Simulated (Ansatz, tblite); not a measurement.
# (F2Al-mu-F)3 (Al₃F₉): removing an electron

What does removing an electron cost or gain for (F2Al-mu-F)3 (Al₃F₉)? Each charged state is run at several levels.

Computed with Ansatz 0.2.0, Gaussian basis. Level: as each input shows.

Plan: charge +1 doublet, at the geometry of the singlet (PBE0-D4/def2-TZVP, PBE-D4/def2-TZVP, LC-ωPBE/def2-TZVP); the starting singlet's energies come from earlier runs.

2 further runs of the same task are left out: 2 set aside as unsound or not needed. Runs told in other sessions of the task aren't counted.

## Step 1: The structure

The geometry is that of the singlet, from an earlier relaxation (PBE0-D4/def2-SVP).

12 atoms, charge 0, spin multiplicity 1.

Atoms are counted from 1 here; the program's logs count them from 0.

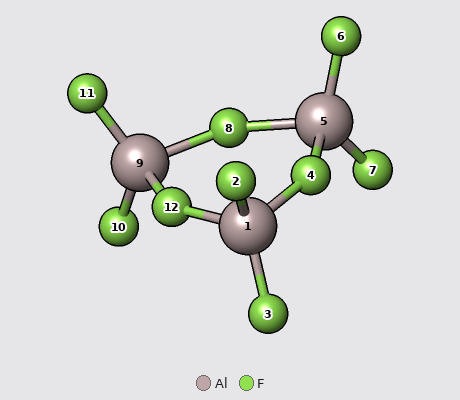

The geometry (aluminium light grey, fluorine green); atoms are numbered from 1 in the order of the file.

Coordinates:

```xyz
12
Al3F9
Al   -1.4027    1.4016   -0.0107
F    -1.4322    2.4361   -1.2884
F    -2.4403    1.4289    1.2644
F     0.2705    1.3367    0.6250
Al    1.7557    0.3609    0.8480
F     2.9401    0.9952   -0.0999
F     1.9024   -0.0013    2.4451
F     1.0610   -1.0607    0.0088
Al   -0.3528   -1.7623   -0.8378
F    -0.9991   -2.9351    0.1163
F     0.0258   -1.9271   -2.4293
F    -1.3284   -0.2731   -0.6414
```

## Step 2: Charge +1 doublet at the fixed geometry, PBE0-D4/def2-TZVP

in.yaml reads:

```yaml
crystal:
  periodic: [false, false, false]
  atoms:
    - {symbol: Al, position_ang: [-1.402659, 1.401571, -0.010735]}
    - {symbol: F, position_ang: [-1.432233, 2.436071, -1.288397]}
    - {symbol: F, position_ang: [-2.440302, 1.428894, 1.264430]}
    - {symbol: F, position_ang: [0.270493, 1.336745, 0.625032]}
    - {symbol: Al, position_ang: [1.755743, 0.360934, 0.847955]}
    - {symbol: F, position_ang: [2.940063, 0.995232, -0.099946]}
    - {symbol: F, position_ang: [1.902359, -0.001288, 2.445069]}
    - {symbol: F, position_ang: [1.060996, -1.060653, 0.008763]}
    - {symbol: Al, position_ang: [-0.352831, -1.762267, -0.837798]}
    - {symbol: F, position_ang: [-0.999058, -2.935056, 0.116346]}
    - {symbol: F, position_ang: [0.025842, -1.927054, -2.429325]}
    - {symbol: F, position_ang: [-1.328404, -0.273130, -0.641395]}
basis:
  gaussian: {orbitals: def2-TZVP}
total_charge: 1
magnetization: {spin_polarized: true, initial_magnetization: 1}
hamiltonian: {xc: pbe0, dispersion: d4}
scf: {omitted_lower_state_checks: [starts]}
output: {orbitals: {seedname: orbitals}}
```

Run with:

```bash
$ ansatz run in.yaml --threads 4 --pin off --events-out ev --progress --plain --max-ram 6963MiB
```

Output:

```text
Functional definition: PBE0
  name "PBE0"
  cite "Adamo & Barone, J. Chem. Phys. 110, 6158 (1999) doi:10.1063/1.478522"
  cite "Perdew, Burke & Ernzerhof, Phys. Rev. Lett. 77, 3865 (1996) doi:10.1103/PhysRevLett.77.3865"
  parent pbe
  parameter a = 0.25
  parameter kappa = 0.804
  parameter beta = 0.06672455060314922
  exchange = (1 - a)*pbe_x(kappa = kappa, mu = beta*pi^2/3) + a*exact_x
  correlation = pbe_c(beta = beta)
these checks for a lower state are left out or cut short: starts
2241 factors; their error is unknown
the host lacks memory for fits, so the integrals are decomposed
2535 factors; integrals over basis functions are off by at most 9.7e-4 eV
mean field evaluation 1: about -44213.6109 eV, gradient 8.0e1 eV
mean field evaluation 2: about -44195.7631 eV, gradient 1.2e2 eV
mean field evaluation 4: about -44228.6726 eV, gradient 1.7e1 eV
mean field evaluation 8: about -44229.9668 eV, gradient 8.6e-1 eV
mean field evaluation 16: about -44230.2379 eV, gradient 2.4e-2 eV
mean field evaluation 32: about -44230.2379 eV, gradient 6.2e-4 eV
mean field -44230.23788370 eV, -1625.4312618938 hartree, gradient 7.8e-6 eV, S^2 0.754795; 0 other end points of the search recorded, 0 dependent functions left out
reference -44230.23792493 eV, -1625.4312634092 hartree; 60, 59 occupied and 330, 331 virtual orbitals, 2535 factors
Total energy: -44230.51824652 eV, -1625.4415650377 hartree
Checks for a lower state left out: starts
```

Run time: 26 s. Hardware: 4 threads of Intel Xeon 6975P-C, shared host; peak memory 2.4 GiB.

HOMO -16.21 eV, LUMO -15.43 eV (over both spins); ⟨S²⟩ 0.755 (pure: 0.75).

## Step 3: Charge +1 doublet at the fixed geometry, PBE-D4/def2-TZVP

start.molden holds the orbitals of an earlier run on this state, given as this run's starting guess.

in.yaml: that of step 2 with these lines changed.

```diff
@@ -16,6 +16,6 @@
 basis:
-  gaussian: {orbitals: def2-TZVP}
+  gaussian: {orbitals: def2-TZVP, initial_orbitals: start.molden}
 total_charge: 1
 magnetization: {spin_polarized: true, initial_magnetization: 1}
-hamiltonian: {xc: pbe0, dispersion: d4}
+hamiltonian: {xc: pbe, dispersion: d4}
 scf: {omitted_lower_state_checks: [starts]}
```

Launched as before.

Output:

```text
Functional definition: PBE
  name "PBE"
  cite "Perdew, Burke & Ernzerhof, Phys. Rev. Lett. 77, 3865 (1996) doi:10.1103/PhysRevLett.77.3865"
  parent pbe
  parameter kappa = 0.804
  parameter beta = 0.06672455060314922
  exchange = pbe_x(kappa = kappa, mu = beta*pi^2/3)
  correlation = pbe_c(beta = beta)
these checks for a lower state are left out or cut short: starts
2181 factors; their error is unknown
mean field evaluation 1: about -44229.4634 eV, gradient 1.3e1 eV
mean field evaluation 2: about -44229.7733 eV, gradient 3.4e-1 eV
mean field evaluation 4: about -44229.7620 eV, gradient 3.6e-3 eV
mean field evaluation 8: about -44229.7620 eV, gradient 2.5e-5 eV
mean field -44229.76199535 eV, -1625.4137733195 hartree, gradient 2.0e-6 eV, S^2 0.751220; 0 other end points of the search recorded, 0 dependent functions left out
reference -44229.76205434 eV, -1625.4137754876 hartree; 60, 59 occupied and 330, 331 virtual orbitals, 2181 factors
Total energy: -44230.08522906 eV, -1625.4256519394 hartree
Checks for a lower state left out: starts
```

It took 10 s on 4 threads of Intel Xeon 6975P-C, shared host; peak memory 0.98 GiB.

Report: HOMO -14.84 eV, LUMO -14.80 eV (over both spins); ⟨S²⟩ 0.751 (pure: 0.75).

## Step 4: Charge +1 doublet at the fixed geometry, LC-ωPBE/def2-TZVP

in.yaml: that of step 3 with these lines changed.

```diff
@@ -19,3 +19,3 @@
 magnetization: {spin_polarized: true, initial_magnetization: 1}
-hamiltonian: {xc: pbe, dispersion: d4}
+hamiltonian: {xc: {name: LC-wPBE}}
 scf: {omitted_lower_state_checks: [starts]}
```

The command is unchanged.

Output (excerpt; [...] marks lines left out):

```text
Functional definition: LC-wPBE
  name "LC-wPBE"
  cite "Vydrov & Scuseria, J. Chem. Phys. 125, 234109 (2006) doi:10.1063/1.2409292"
  cite "Heyd & Scuseria, J. Chem. Phys. 120, 7274 (2004) doi:10.1063/1.1668634"
  cite "Ernzerhof & Perdew, J. Chem. Phys. 109, 3313 (1998) doi:10.1063/1.476928"
  cite "Perdew, Burke & Ernzerhof, Phys. Rev. Lett. 77, 3865 (1996) doi:10.1103/PhysRevLett.77.3865"
  parent pbe
[...]
2181 factors; their error is unknown
663 factors; integrals over basis functions are off by at most 1.1e-5 eV
[...]
mean field -44241.59110107 eV, -1625.8484849367 hartree, gradient 8.6e-6 eV, S^2 0.754424; 0 other end points of the search recorded, 0 dependent functions left out
reference -44241.59110108 eV, -1625.8484849371 hartree; 60, 59 occupied and 330, 331 virtual orbitals, 2181 factors
Total energy: -44241.59110108 eV, -1625.8484849371 hartree
Checks for a lower state left out: starts
```

It took 29 s on 4 threads of Intel Xeon 6975P-C, shared host; peak memory 3.1 GiB.

From the report: HOMO -18.38 eV, LUMO -15.38 eV (over both spins); ⟨S²⟩ 0.754 (pure: 0.75).

## Step 5: Vertical ionisation energy

Charged state less starting state, singlet to doublet; the starting state's energies are those of its earlier runs.

```csv
level,vertical ionisation energy (eV),time
PBE-D4/def2-TZVP,+12.38,13 s
PBE0-D4/def2-TZVP,+13.75,34 s
LC-ωPBE/def2-TZVP,+15.16,36 s
```

Times add the two runs; a level without a time comes out of a correlated run.

Beside −ε(HOMO) of the starting state:

| level | −ε(HOMO) (eV) | by difference (eV) | mismatch (eV) |
| --- | --- | --- | --- |
| PBE-D4/def2-TZVP | 9.94 | 12.38 | -2.44 |
| PBE0-D4/def2-TZVP | 12.04 | 13.75 | -1.70 |
| LC-ωPBE/def2-TZVP | 14.95 | 15.16 | -0.21 |

## Step 6: What came out

```
                                            quantity                                 value
vertical ionisation energy, functionals in def2-TZVP  12.38 (PBE-D4) to 15.16 eV (LC-ωPBE)
```

What this shows: The vertical ionisation energy spans 12.38 to 15.16 eV over the functionals. −ε(HOMO) misses the level's own difference by -0.21 eV at best (LC-ωPBE) and -2.44 eV at worst (PBE-D4).
